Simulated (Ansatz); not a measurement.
```tsv
atom	x (Å)	y (Å)	z (Å)
C	-0.4756	-1.1118	2.2390
B	-1.1356	-1.4579	1.0635
H	-0.1413	-0.0858	2.4256
H	-0.2681	-1.8535	3.0176
```

Geometry: PBE0-D3(BJ)/def2-SVP.

All numbers below come from isolated molecule in a Gaussian basis; Kohn-Sham density functional theory, functional PBE0 in Ansatz 0.2.0.

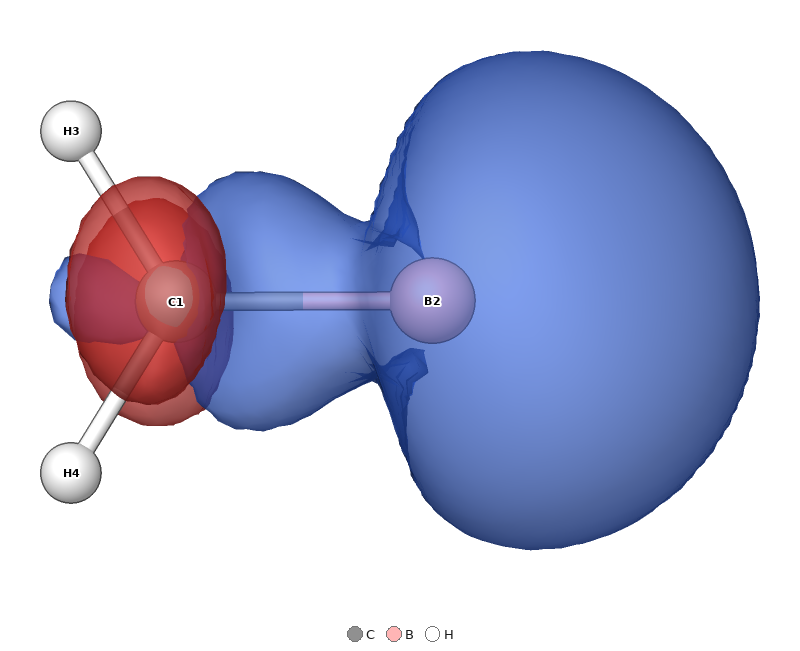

CH2B (SMILES [B]=C) (doublet). Isosurfaces of the spin density at +0.02 (blue) and −0.02 e/Å³ (red), seen across its widest extent.

**Describe the spin distribution.**

The unpaired spin (1 electron) lies mostly on B2 (about 1.0), in electrons by Hirshfeld's partition.
